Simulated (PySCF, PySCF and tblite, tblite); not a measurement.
# C₈H₁₂O₂: conformers and averaged spectra, part 2 of 2

PySCF and tblite. Atoms count from 0. The steps go on from the part before.

### 6 Single-point energy, conformer 2: B3LYP/def2-SVP

Job settings and geometry (Å):

```
{"job": {"xc": "B3LYP", "basis": "def2-SVP", "kind": "sp"}, "charge": 0, "multiplicity": 1}
C      3.834837     0.129480     0.075454
C      2.416708     0.301554    -0.405025
O      2.087756     0.920536    -1.380644
O      1.569343    -0.334863     0.415258
C      0.186837    -0.264574     0.179506
C     -0.477772    -1.383103    -0.066546
C     -1.963859    -1.424604    -0.233505
C     -2.618361    -0.146026     0.282640
C     -1.866864     1.069272    -0.248979
C     -0.444489     1.088885     0.303938
H      4.022647    -0.915335     0.306369
H      4.522762     0.480814    -0.687125
H      3.972366     0.710189     0.985245
H      0.057103    -2.317462    -0.156070
H     -2.193669    -1.557917    -1.295697
H     -2.362952    -2.295253     0.292510
H     -2.589702    -0.138354     1.374077
H     -3.663883    -0.112070    -0.028293
H     -1.828539     1.020060    -1.338394
H     -2.381409     1.990003     0.030546
H      0.160240     1.819605    -0.236813
H     -0.449509     1.378548     1.360435
```

Log:

```text
coarse grid: 18304 points
cycle   1  E = -461.8851448823  dE =  1.488e+00  |g| = 9.936e-01  |ddm| = 5.048e+00
cycle   2  E = -461.4193996801  dE =  4.657e-01  |g| = 1.833e+00  |ddm| = 2.664e+00
cycle   3  E = -462.0622183012  dE = -6.428e-01  |g| = 3.643e-01  |ddm| = 1.996e+00
cycle   4  E = -462.0882773679  dE = -2.606e-02  |g| = 9.623e-02  |ddm| = 3.880e-01
cycle   5  E = -462.0897070402  dE = -1.430e-03  |g| = 3.380e-02  |ddm| = 8.475e-02
cycle   6  E = -462.0899553827  dE = -2.483e-04  |g| = 7.653e-03  |ddm| = 3.306e-02
cycle   7  E = -462.0899672032  dE = -1.182e-05  |g| = 2.832e-03  |ddm| = 1.111e-02
cycle   8  E = -462.0899689930  dE = -1.790e-06  |g| = 8.276e-04  |ddm| = 3.745e-03
final grid: 176544 points
cycle   9  E = -462.1904818147  dE = -6.683e-05  |g| = 7.199e-03  |ddm| = 5.751e-02
cycle  10  E = -462.1904716834  dE =  1.013e-05  |g| = 9.889e-03  |ddm| = 1.686e-02
cycle  11  E = -462.1904945916  dE = -2.291e-05  |g| = 1.254e-03  |ddm| = 1.001e-02
cycle  12  E = -462.1904948631  dE = -2.715e-07  |g| = 4.064e-04  |ddm| = 1.356e-03
cycle  13  E = -462.1904948893  dE = -2.620e-08  |g| = 1.882e-04  |ddm| = 5.473e-04
cycle  14  E = -462.1904948959  dE = -6.581e-09  |g| = 4.397e-05  |ddm| = 1.798e-04
cycle  15  E = -462.1904948963  dE = -3.637e-10  |g| = 9.830e-06  |ddm| = 5.223e-05
converged SCF energy = -462.1904948963
```

It took 17 s on 1 thread of Arm Neoverse V1, shared host; peak memory 0.68 GiB.

In short: HOMO -6.63 eV, LUMO 0.03 eV; dipole 1.63 D.

### 7 Averages: properties at B97-2/6-31G*

Job settings and geometry (Å):

```
{"job": {"study": "conf", "smiles": "CC(=O)OC1=CCCCC1", "search": {"seed": 8147, "n_embed": 150, "ff_keep": 22, "window": 3.0, "nmax": 10, "temps": [200, 250, 298.15, 350, 400], "t_ref": 298.15, "order": 0.002}, "level": {"nmr": {"xc": "B97-2", "basis": "6-31G*"}, "sp": {"xc": "B3LYP", "basis": "def2-SVP"}}, "kind": "conf"}, "charge": 0, "multiplicity": 1}
C      3.799336     0.097100    -0.533730
C      2.321785     0.070715    -0.831774
O      1.840992    -0.040001    -1.927152
O      1.622085     0.193356     0.304476
C      0.221730     0.143612     0.284542
C     -0.448505     1.095037     0.918408
C     -1.940910     1.111610     1.018472
C     -2.580319     0.140841     0.029436
C     -1.855169    -1.199368     0.076931
C     -0.417574    -1.023374    -0.403885
H      4.356016     0.183707    -1.461487
H      4.027936     0.928656     0.127078
H      4.075181    -0.825820    -0.027972
H      0.088951     1.894662     1.406772
H     -2.226047     0.843986     2.041670
H     -2.303345     2.127023     0.841367
H     -2.508178     0.550109    -0.979674
H     -3.637368     0.011212     0.267733
H     -1.856201    -1.573275     1.102850
H     -2.364607    -1.931537    -0.551335
H      0.170753    -1.923476    -0.205466
H     -0.396953    -0.855391    -1.484513
```

Log:

```text
conformer  sym    E(xTB)   E(DFT)   G(298.15 K)  weight  dipole/D
    1     C1      0.000    0.000    0.000   0.5299    1.621
    2     C1      0.381    0.029    0.071   0.4701    1.634

mean shielding (ppm) by class
class atoms           200 K      250 K   298.15 K      350 K      400 K
  0 C  0            173.515    173.515    173.515    173.515    173.515
  1 C  1             38.766     38.769     38.772     38.774     38.776
  2 O  2            -66.547    -66.552    -66.556     -66.56    -66.563
  3 O  3            104.753    104.739    104.727    104.715    104.705
  4 C  4             51.524     51.526     51.527     51.529      51.53
  5 C  5             87.923      87.93     87.936     87.942     87.947
  6 C  6            169.169     169.17     169.17    169.171    169.172
  7 C  7            171.517    171.517    171.517    171.517    171.517
  8 C  8            170.438    170.436    170.435    170.434    170.433
  9 C  9             166.86    166.854    166.848    166.842    166.837
 10 H  10,11,12      30.611     30.611     30.611     30.611     30.611
 11 H  13            27.195     27.195     27.195     27.196     27.196
 12 H  14,15         30.302     30.302     30.302     30.302     30.302
 13 H  16,17          30.86      30.86      30.86      30.86      30.86
 14 H  18,19         30.725     30.726     30.726     30.726     30.726
 15 H  20,21         29.935     29.935     29.934     29.934     29.933
```

Wall time 1.7 min (1 thread of Arm Neoverse V1, shared host). This counts the runs that the step sums up.

The search (ETKDG and KDG, MMFF94s, GFN2-xTB) embedded 150 structures, kept 2 distinct ones after the force field and 2 after xTB; 2 were carried on (window 3.0 kcal/mol at the search's own energies). Energies: B3LYP/def2-SVP with D3(BJ).

Conformer by conformer (298 K):

| no. | group | mirror pair | ΔE xTB | ΔE DFT | ΔG | weight (%) | μ (D) | O2–C1–O3–C4 (°) | C1–O3–C4–C9 (°) | A, B, C (GHz) |
| --- | --- | --- | --- | --- | --- | --- | --- | --- | --- | --- |
| 1 | C1 | yes | 0.00 | 0.00 | 0.00 | 53.0 | 1.62 | 3 | 52 | 3.21, 0.77, 0.69 |
| 2 | C1 | yes | 0.38 | 0.03 | 0.07 | 47.0 | 1.63 | -2 | -65 | 3.25, 0.77, 0.69 |

Energies in kcal/mol. ΔG holds xTB vibrations and rotation, symmetry numbers and mirror pairs.

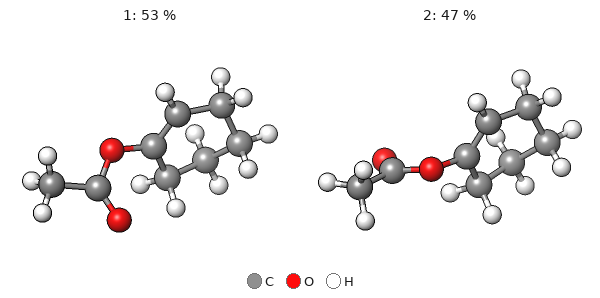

The conformers with their weights.

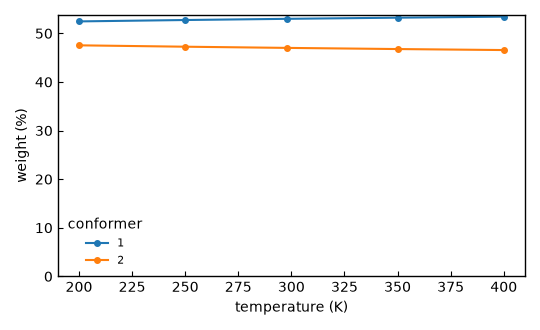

Weights against temperature.

How the weights hang on the way they are made:

| scheme | 1 | 2 | mean μ (D) |
| --- | --- | --- | --- |
| DFT free energy | 53 | 47 | 1.63 |
| DFT energy, symmetry counted | 51 | 49 | 1.63 |
| DFT energy alone | 51 | 49 | 1.63 |
| xTB energy, symmetry counted | 66 | 34 | 1.62 |
| xTB free energy | 67 | 33 | 1.62 |
| lowest conformer only | 100 | 0 | 1.62 |
| equal weights | 50 | 50 | 1.63 |
| conformers found from three starts alone | 100 | 0 | 1.62 |

Shifts against references run at the same level (¹⁷O H2O 323.6, ¹H TMS 32.53, ¹³C TMS 195.5 ppm of shielding), by class of atoms, at 298 K:

| atoms | environment | no. 1 | no. 2 | average |
| --- | --- | --- | --- | --- |
| C1 | ester carbonyl carbon | 156.2 | 157.2 | 156.7 |
| C4 | alkene carbon bearing oxygen | 143.6 | 144.3 | 143.9 |
| C5 | β carbon of an enol-ether or enamine type C=C | 106.4 | 108.8 | 107.5 |
| C9 | allylic sp3 CH2 | 29.7 | 27.4 | 28.6 |
| C6 | allylic sp3 CH2 | 26.1 | 26.5 | 26.3 |
| C8 | sp3 CH2 in a ring | 25.3 | 24.8 | 25.0 |
| C7 | sp3 CH2 in a ring | 23.9 | 24.0 | 24.0 |
| C0 | methyl carbon α to a carbonyl | 21.9 | 22.0 | 22.0 |
| H13 | hydrogen on a β carbon of an enol-ether or enamine type C=C | 5.31 | 5.37 | 5.34 |
| H20, H21 | hydrogen on an allylic sp3 CH2 | 2.69 | 2.48 | 2.60 |
| H14, H15 | hydrogen on an allylic sp3 CH2 | 2.22 | 2.24 | 2.23 |
| H10, H11, H12 | hydrogen on a methyl carbon α to a carbonyl | 1.91 | 1.93 | 1.92 |
| H18, H19 | hydrogen on an sp3 CH2 in a ring | 1.76 | 1.86 | 1.80 |
| H16, H17 | hydrogen on an sp3 CH2 in a ring | 1.70 | 1.64 | 1.67 |
| O2 | ester carbonyl oxygen | 391.0 | 389.3 | 390.2 |
| O3 | ester alkoxy oxygen | 221.2 | 216.3 | 218.9 |

Effective distances for nuclear Overhauser effects, ⟨r⁻⁶⟩^(−1/6) over all pairs of two classes (Å): H13···H14 2.54; H14···H16 2.54; H18···H20 2.55; H16···H18 2.58; H16···H20 3.15; H14···H18 3.16; H13···H16 3.98.

### 8 Shieldings, conformer 1: OLYP/def2-SVP

Job settings and geometry (Å):

```
{"job": {"xc": "OLYP", "basis": "def2-SVP", "kind": "nmr", "pop": false}, "charge": 0, "multiplicity": 1}
C      3.799336     0.097100    -0.533730
C      2.321785     0.070715    -0.831774
O      1.840992    -0.040001    -1.927152
O      1.622085     0.193356     0.304476
C      0.221730     0.143612     0.284542
C     -0.448505     1.095037     0.918408
C     -1.940910     1.111610     1.018472
C     -2.580319     0.140841     0.029436
C     -1.855169    -1.199368     0.076931
C     -0.417574    -1.023374    -0.403885
H      4.356016     0.183707    -1.461487
H      4.027936     0.928656     0.127078
H      4.075181    -0.825820    -0.027972
H      0.088951     1.894662     1.406772
H     -2.226047     0.843986     2.041670
H     -2.303345     2.127023     0.841367
H     -2.508178     0.550109    -0.979674
H     -3.637368     0.011212     0.267733
H     -1.856201    -1.573275     1.102850
H     -2.364607    -1.931537    -0.551335
H      0.170753    -1.923476    -0.205466
H     -0.396953    -0.855391    -1.484513
```

Log:

```text
coarse grid: 18304 points
cycle   1  E = -461.6979894159  dE =  1.220e+00  |g| = 1.045e+00  |ddm| = 5.097e+00
cycle   2  E = -460.8152065042  dE =  8.828e-01  |g| = 2.271e+00  |ddm| = 4.013e+00
cycle   3  E = -461.8575645979  dE = -1.042e+00  |g| = 6.047e-01  |ddm| = 3.273e+00
cycle   4  E = -461.9345747671  dE = -7.701e-02  |g| = 1.373e-01  |ddm| = 6.701e-01
cycle   5  E = -461.9372080708  dE = -2.633e-03  |g| = 6.903e-02  |ddm| = 1.562e-01
cycle   6  E = -461.9382160376  dE = -1.008e-03  |g| = 1.737e-02  |ddm| = 6.986e-02
cycle   7  E = -461.9382706245  dE = -5.459e-05  |g| = 8.676e-03  |ddm| = 2.807e-02
cycle   8  E = -461.9382897813  dE = -1.916e-05  |g| = 2.234e-03  |ddm| = 1.196e-02
cycle   9  E = -461.9382909534  dE = -1.172e-06  |g| = 6.916e-04  |ddm| = 3.318e-03
final grid: 176544 points
cycle  10  E = -462.0172934898  dE =  8.381e-06  |g| = 2.765e-02  |ddm| = 7.038e-02
cycle  11  E = -462.0167755657  dE =  5.179e-04  |g| = 5.776e-02  |ddm| = 7.421e-02
cycle  12  E = -462.0174354634  dE = -6.599e-04  |g| = 7.740e-03  |ddm| = 5.360e-02
cycle  13  E = -462.0174475991  dE = -1.214e-05  |g| = 1.206e-03  |ddm| = 7.296e-03
cycle  14  E = -462.0174478523  dE = -2.533e-07  |g| = 5.105e-04  |ddm| = 1.652e-03
cycle  15  E = -462.0174479085  dE = -5.621e-08  |g| = 1.699e-04  |ddm| = 6.833e-04
cycle  16  E = -462.0174479158  dE = -7.226e-09  |g| = 5.544e-05  |ddm| = 2.399e-04
cycle  17  E = -462.0174479165  dE = -7.764e-10  |g| = 9.863e-06  |ddm| = 7.637e-05
converged SCF energy = -462.0174479165

GIAO shielding tensors (ppm)
atom      isotropic    diamagn.    paramagn.     s11        s22        s33       span
  0 C      171.448     249.504     -78.056    149.432    166.738    198.175     48.743
  1 C       36.756     254.740    -217.983    -53.445     81.067     82.648    136.093
  2 O      -73.593     400.108    -473.702   -340.058   -167.736    287.014    627.072
  3 O       86.881     405.337    -318.456    -34.697    120.505    174.834    209.531
  4 C       46.444     260.648    -214.204    -39.493     76.629    102.196    141.689
  5 C       84.964     255.001    -170.037      5.849     87.743    161.299    155.450
  6 C      164.220     251.635     -87.415    156.870    165.557    170.234     13.364
  7 C      166.315     250.419     -84.105    161.443    167.927    169.574      8.131
  8 C      165.119     249.962     -84.843    161.133    164.752    169.471      8.338
  9 C      161.538     252.551     -91.013    153.761    163.202    167.651     13.891
 10 H       30.321      26.220       4.101     26.634     28.777     35.552      8.918
 11 H       29.835      29.924      -0.090     25.939     29.551     34.014      8.075
 12 H       29.757      29.342       0.414     26.600     28.868     33.802      7.202
 13 H       26.554      35.873      -9.319     24.107     26.361     29.193      5.085
 14 H       29.606      30.098      -0.492     25.671     27.623     35.523      9.852
 15 H       29.697      29.516       0.181     25.402     27.787     35.901     10.498
 16 H       30.416      33.615      -3.199     27.016     28.427     35.804      8.789
 17 H       30.190      27.242       2.948     25.763     28.266     36.540     10.776
 18 H       30.423      33.092      -2.668     26.701     28.737     35.831      9.130
 19 H       30.036      29.480       0.555     25.441     28.383     36.282     10.842
 20 H       30.124      33.801      -3.677     25.464     30.114     34.794      9.330
 21 H       28.422      34.514      -6.092     23.269     28.422     33.575     10.305
```

Run time: 54 s. Hardware: 1 thread of Arm Neoverse V1, shared host; peak memory 0.75 GiB.

In short: HOMO -5.40 eV, LUMO -0.68 eV; dipole 1.57 D.

### 9 Shieldings, conformer 2: OLYP/def2-SVP

Job settings and geometry (Å):

```
{"job": {"xc": "OLYP", "basis": "def2-SVP", "kind": "nmr", "pop": false}, "charge": 0, "multiplicity": 1}
C      3.834837     0.129480     0.075454
C      2.416708     0.301554    -0.405025
O      2.087756     0.920536    -1.380644
O      1.569343    -0.334863     0.415258
C      0.186837    -0.264574     0.179506
C     -0.477772    -1.383103    -0.066546
C     -1.963859    -1.424604    -0.233505
C     -2.618361    -0.146026     0.282640
C     -1.866864     1.069272    -0.248979
C     -0.444489     1.088885     0.303938
H      4.022647    -0.915335     0.306369
H      4.522762     0.480814    -0.687125
H      3.972366     0.710189     0.985245
H      0.057103    -2.317462    -0.156070
H     -2.193669    -1.557917    -1.295697
H     -2.362952    -2.295253     0.292510
H     -2.589702    -0.138354     1.374077
H     -3.663883    -0.112070    -0.028293
H     -1.828539     1.020060    -1.338394
H     -2.381409     1.990003     0.030546
H      0.160240     1.819605    -0.236813
H     -0.449509     1.378548     1.360435
```

Log:

```text
coarse grid: 18304 points
cycle   1  E = -461.6969930737  dE =  1.215e+00  |g| = 1.047e+00  |ddm| = 5.090e+00
cycle   2  E = -460.8041463476  dE =  8.928e-01  |g| = 2.281e+00  |ddm| = 3.957e+00
cycle   3  E = -461.8561987682  dE = -1.052e+00  |g| = 6.089e-01  |ddm| = 3.250e+00
cycle   4  E = -461.9344110659  dE = -7.821e-02  |g| = 1.400e-01  |ddm| = 6.677e-01
cycle   5  E = -461.9371208579  dE = -2.710e-03  |g| = 7.150e-02  |ddm| = 1.581e-01
cycle   6  E = -461.9381842234  dE = -1.063e-03  |g| = 1.980e-02  |ddm| = 7.283e-02
cycle   7  E = -461.9382588730  dE = -7.465e-05  |g| = 9.853e-03  |ddm| = 3.131e-02
cycle   8  E = -461.9382839437  dE = -2.507e-05  |g| = 2.147e-03  |ddm| = 1.271e-02
cycle   9  E = -461.9382849819  dE = -1.038e-06  |g| = 6.767e-04  |ddm| = 3.267e-03
final grid: 176544 points
cycle  10  E = -462.0174330755  dE = -1.503e-05  |g| = 2.735e-02  |ddm| = 9.573e-02
cycle  11  E = -462.0169505044  dE =  4.826e-04  |g| = 5.616e-02  |ddm| = 7.061e-02
cycle  12  E = -462.0175746958  dE = -6.242e-04  |g| = 6.913e-03  |ddm| = 5.004e-02
cycle  13  E = -462.0175843091  dE = -9.613e-06  |g| = 1.404e-03  |ddm| = 6.747e-03
cycle  14  E = -462.0175846576  dE = -3.485e-07  |g| = 5.358e-04  |ddm| = 1.852e-03
cycle  15  E = -462.0175847188  dE = -6.122e-08  |g| = 1.779e-04  |ddm| = 7.171e-04
cycle  16  E = -462.0175847265  dE = -7.672e-09  |g| = 6.539e-05  |ddm| = 2.549e-04
cycle  17  E = -462.0175847276  dE = -1.083e-09  |g| = 1.033e-05  |ddm| = 8.322e-05
cycle  18  E = -462.0175847276  dE = -1.933e-11  |g| = 4.148e-06  |ddm| = 1.534e-05
converged SCF energy = -462.0175847276

GIAO shielding tensors (ppm)
atom      isotropic    diamagn.    paramagn.     s11        s22        s33       span
  0 C      171.491     249.432     -77.941    149.412    166.785    198.277     48.865
  1 C       35.577     255.052    -219.475    -54.064     78.908     81.887    135.950
  2 O      -71.331     400.044    -471.376   -338.512   -167.083    291.601    630.114
  3 O       91.705     405.572    -313.867    -26.740    125.022    176.832    203.572
  4 C       45.744     261.162    -215.418    -40.290     78.387     99.136    139.426
  5 C       82.485     254.677    -172.193      0.794     85.762    160.897    160.104
  6 C      163.850     251.628     -87.778    156.771    164.720    170.059     13.288
  7 C      166.388     250.441     -84.053    161.212    167.869    170.083      8.871
  8 C      165.784     249.952     -84.168    162.432    163.271    171.649      9.217
  9 C      164.353     252.842     -88.489    156.707    164.598    171.755     15.047
 10 H       29.815      29.896      -0.081     25.938     29.506     34.003      8.065
 11 H       30.312      26.245       4.068     26.667     28.735     35.535      8.868
 12 H       29.732      29.341       0.391     26.573     28.888     33.737      7.164
 13 H       26.502      35.943      -9.441     24.150     26.123     29.232      5.082
 14 H       29.540      31.144      -1.603     25.910     27.476     35.235      9.325
 15 H       29.722      28.839       0.883     25.267     27.869     36.031     10.763
 16 H       30.519      32.656      -2.137     27.023     28.479     36.054      9.030
 17 H       30.181      27.331       2.850     25.813     28.237     36.493     10.680
 18 H       30.222      34.103      -3.881     26.431     28.812     35.422      8.991
 19 H       30.098      29.359       0.739     25.367     28.449     36.477     11.110
 20 H       28.933      34.466      -5.533     23.925     28.544     34.330     10.405
 21 H       29.984      33.219      -3.235     26.040     28.670     35.244      9.204
```

Run time: 56 s. Hardware: 1 thread of Arm Neoverse V1, shared host; peak memory 0.75 GiB.

In short: HOMO -5.48 eV, LUMO -0.61 eV; dipole 1.58 D.

### 10 Boltzmann average: properties at OLYP/def2-SVP

The job, as its differences from that of step 7:

```diff
@@ -1,2 +1,2 @@
-{"job": {"study": "conf", "smiles": "CC(=O)OC1=CCCCC1", "search": {"seed": 8147, "n_embed": 150, "ff_keep": 22, "window": 3.0, "nmax": 10, "temps": [200, 250, 298.15, 350, 400], "t_ref": 298.15, "order": 0.002}, "level": {"nmr": {"xc": "B97-2", "basis": "6-31G*"}, "sp": {"xc": "B3LYP", "basis": "def2-SVP"}}, "kind": "conf"}, "charge": 0, "multiplicity": 1}
+{"job": {"study": "conf", "smiles": "CC(=O)OC1=CCCCC1", "search": {"seed": 8147, "n_embed": 150, "ff_keep": 22, "window": 3.0, "nmax": 10, "temps": [200, 250, 298.15, 350, 400], "t_ref": 298.15, "order": 0.002}, "level": {"nmr": {"xc": "OLYP", "basis": "def2-SVP"}, "change": "OLYP/def2-SVP", "top": 4}, "kind": "conf"}, "charge": 0, "multiplicity": 1}
 C      3.799336     0.097100    -0.533730
```

Log:

```text
conformer  sym    E(xTB)   E(DFT)   G(298.15 K)  weight  dipole/D
    1     C1      0.000    0.000    0.000   0.5523    1.566
    2     C1      0.381    0.082    0.124   0.4477    1.585

mean shielding (ppm) by class
class atoms           200 K      250 K   298.15 K      350 K      400 K
  0 C  0            171.467    171.468    171.468    171.468    171.468
  1 C  1             36.235     36.231     36.228     36.227     36.227
  2 O  2            -72.593    -72.585    -72.581    -72.578    -72.578
  3 O  3             89.013     89.031      89.04     89.045     89.047
  4 C  4             46.135     46.132     46.131      46.13      46.13
  5 C  5             83.868     83.858     83.854     83.852     83.851
  6 C  6            164.056    164.055    164.054    164.054    164.054
  7 C  7            166.347    166.347    166.348    166.348    166.348
  8 C  8            165.413    165.415    165.417    165.417    165.417
  9 C  9            162.782    162.793    162.798    162.801    162.802
 10 H  10,11,12      29.963     29.963     29.963     29.963     29.963
 11 H  13            26.531      26.53      26.53      26.53      26.53
 12 H  14,15         29.642     29.642     29.642     29.642     29.642
 13 H  16,17         30.323     30.324     30.324     30.324     30.324
 14 H  18,19         30.199     30.198     30.198     30.198     30.198
 15 H  20,21         29.355     29.356     29.356     29.356     29.356
```

Wall time 1.8 min (1 thread of Arm Neoverse V1, shared host). This counts the runs that the step sums up.

Against the first level, at 298 K (shifts, ppm; largest changes first):

| atoms | B97-2/6-31G* | OLYP/def2-SVP | change |
| --- | --- | --- | --- |
| O3 | 218.9 | 253.0 | +34.1 |
| O2 | 390.2 | 414.6 | +24.5 |
| C4 | 143.9 | 145.8 | +1.9 |
| C7 | 24.0 | 25.6 | +1.6 |
| C6 | 26.3 | 27.9 | +1.6 |
| C0 | 22.0 | 20.5 | -1.5 |
| C8 | 25.0 | 26.5 | +1.5 |
| C1 | 156.7 | 155.7 | -1.0 |
| C5 | 107.5 | 108.1 | +0.5 |
| C9 | 28.6 | 29.1 | +0.5 |

Weights: from B3LYP/def2-SVP energies 1: 53 %, 2: 47 %; from OLYP/def2-SVP energies 1: 55 %, 2: 45 % (with a dispersion term where the level has one and the same thermal terms, so they don't follow from the SCF energies alone). Times: 1.7 min and 1.8 min.

### 11 What came out

What follows sums up all 2 parts.

```
                          quantity                                                  value
                        conformers    2; the first in weight is no. 1 (C1), 53 % at 298 K
           root-mean-square dipole                                                 1.63 D
averaged ¹³C shifts (B97-2/6-31G*)  156.7, 143.9, 107.5, 28.6, 26.3, 25.0, 24.0, 22.0 ppm
 averaged ¹H shifts (B97-2/6-31G*)                 5.34, 2.60, 2.23, 1.92, 1.80, 1.67 ppm
```

What this shows: At 298 K conformer 1 holds 53 % of the ensemble (52 % at 200 K, 53 % at 400 K). Among conformers over 5 %, C5 differs by 2.5 ppm, while the average moves by 0.0 ppm from 200 to 400 K. Going from B97-2/6-31G* to OLYP/def2-SVP moves O3 most, by 34.1 ppm; the energies behind both averages, dispersion terms included where typed, rank the same conformer first.
